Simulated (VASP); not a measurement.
Band structure of GaAs (zinc blende). All values below come from r2SCAN meta-GGA, VASP's PBE PAW potentials (set 64) (plane waves; VASP).

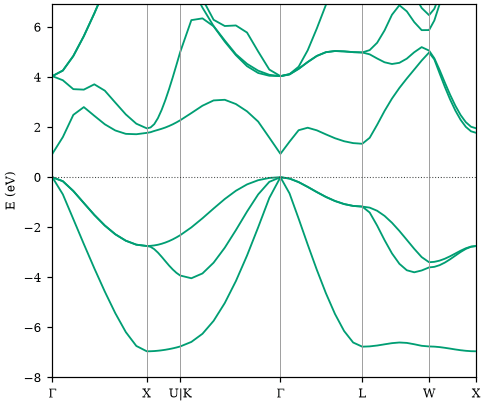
Figure. Bands along high-symmetry lines, zero at the valence-band maximum or, without a gap, the Fermi level

Q: Read the plot: is there a gap, and where are the band edges?

A: The gap is direct, 0.93 eV, from the valence maximum at Γ to the conduction minimum at Γ.

Measured: gap 1.57 eV (computed value off by -0.64 eV), as given by Wei Chen et al., Physical Review Materials (2018), doi:10.1103/physrevmaterials.2.073803 [zero-point renormalisation of 0.05 eV added back (the table's ZPR column)].

The compound is GaAs in the zinc blende structure. It was relaxed first.
